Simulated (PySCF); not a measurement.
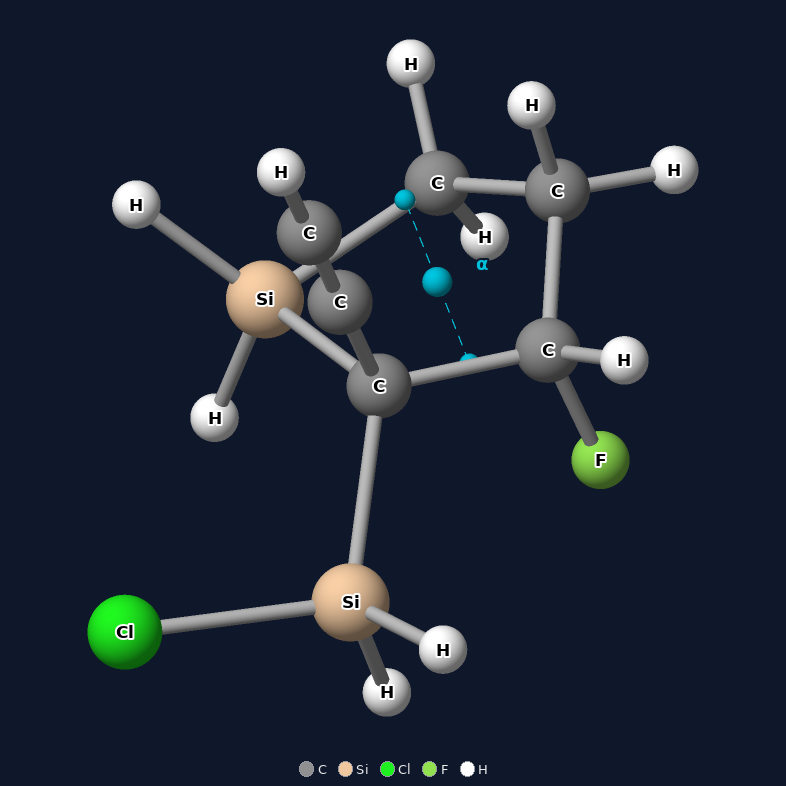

The small points mark where nucleus-independent chemical shifts (NICS) were computed: at the centre of each lettered ring and 1 Å above and below it. The computed structure is the end point of a GFN2-xTB optimisation. No frequency run is at hand to confirm it as a minimum. Properties computed with GIAO PBE0/pcSseg-1 NMR shielding, non-relativistic, gas phase (PySCF 2.14.0).

Give NICS(0), NICS(1) and the out-of-plane component NICS(1)zz for each ring (means of the two sides).

```
ring  members  NICS(0)  NICS(1)  NICS(1)zz
   α     C4Si     −4.1     −3.6       −2.8
```

Values in ppm.

What do the values say about the ring currents?

Ring α: weak, as in a non-aromatic ring. NICS is one index among several.

The geometry is semi-empirical. Around Si such bond lengths and angles can be off by a tenth of an ångström or more and by several degrees, and values that hang on the shape move with them.
